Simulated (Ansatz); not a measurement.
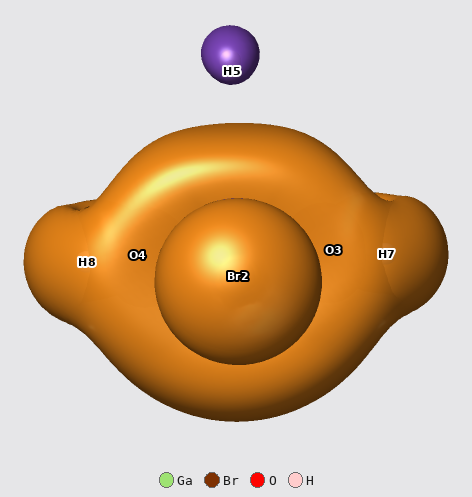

The picture shows: BrGaH2O2···H2. The LUMO at ±0.06 Å⁻³ᐟ² (orange and purple are the two phases), seen at a tilt.

All numbers below come from RKS B3LYP/def2-SVP in Ansatz.

```yaml
atoms:
  - { symbol: Ga, position_ang: [-0.2775, -0.6346, 0.2254] }
  - { symbol: Br, position_ang: [1.7713, -1.6704, -0.0065] }
  - { symbol: O, position_ang: [-1.4626, -0.6062, -1.0974] }
  - { symbol: O, position_ang: [-0.7747, 0.1159, 1.7566] }
  - { symbol: H, position_ang: [1.3311, 1.7006, -0.7486] }
  - { symbol: H, position_ang: [0.6847, 2.0991, -0.6861] }
  - { symbol: H, position_ang: [-1.1610, -1.0532, -1.8995] }
  - { symbol: H, position_ang: [-0.1113, 0.0489, 2.4562] }
```

Describe this orbital and give its energy.

Answer. Its weight (Hirshfeld) is mainly on Ga1 (about 45 %), Br2 (about 25 %), O3 (about 10 %) and O4 (about 10 %). Its energy is −1.41 eV.
